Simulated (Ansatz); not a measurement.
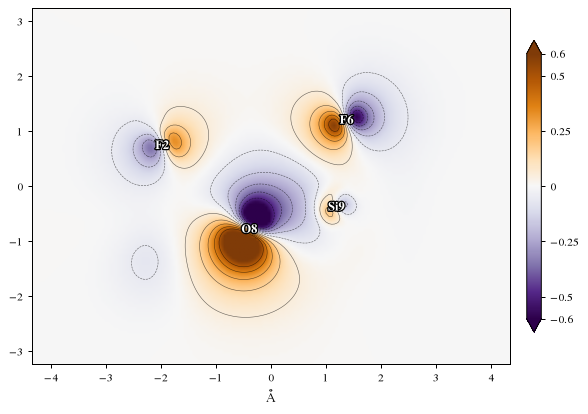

Figure. CF6OSi. The HOMO−1 on the plane of atoms F6, Si9 and O8 (values in Å⁻³ᐟ²; the overall sign is arbitrary).

Geometry: PBE0-D4/def2-SVP.

Theory: isolated molecule in a Gaussian basis; Kohn-Sham density functional theory, functional PBE0 (Ansatz 0.2.0).

```xyz
9

C     0.7821   -0.4022   -1.0570
F     0.8888   -1.7207   -1.0091
F    -0.2980   -0.1028   -1.7814
F     1.8445    0.0873   -1.6618
F    -1.3744    1.7436    0.6176
F    -1.6640   -0.7945    1.0116
F    -0.1369    0.6064    2.5852
O     0.6900    0.1177    0.1820
Si   -0.6437    0.4189    1.0959
```

### Describe this orbital and give its energy.

By Hirshfeld shares it lies mainly on O8 (about 50 %), F3 (about 20 %) and F4 (about 5 %); largely a combination of lone pairs on O8, F3 and F4. Its energy is −12.11 eV.
